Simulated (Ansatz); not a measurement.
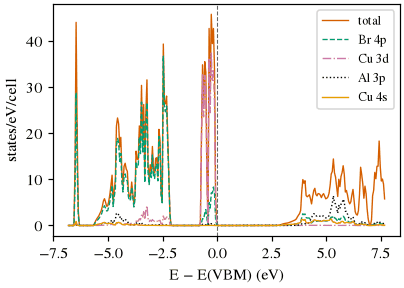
*Total and projected density of states of AlCuBr$_{4}$ in space group P-42c (No. 112; Al on 2b, Cu on 2f, Br on 8n), r²SCAN (plane waves, PAW; program Ansatz)*

Question: Which orbitals carry the states next to the gap?

Answer: Top 1 eV of the valence band: Cu 3d 85 %, Br 4p 13 %. Bottom 1 eV of the conduction band: Al 3s 29 %, Cu 4s 28 %, Br 4p 21 %, Br 4s 13 %, outside the projected shells 6 %. Projections are on Löwdin-orthogonalised atomic valence shells; empty p or d shells of many metals are not among them.

Question: Where is the tallest occupied peak in this window, and what makes it?

Answer: Near -0.3 eV, about 46 states/eV per cell; the largest projected share is Cu 3d.

The workflow started from a Materials Project entry (that database holds measured and hypothetical structures alike); the Crystallography Open Database files this formula in space group No. 112, but the cells were not matched. Whether it is the stable phase at ambient conditions was not checked. The r²SCAN relaxation kept the symmetry of its start; whether a distortion lowers the energy is not shown. The run is not spin-polarised. Spin–orbit coupling is left out wherever it is not named.

Potentials: the later of the program's two PAW sets.
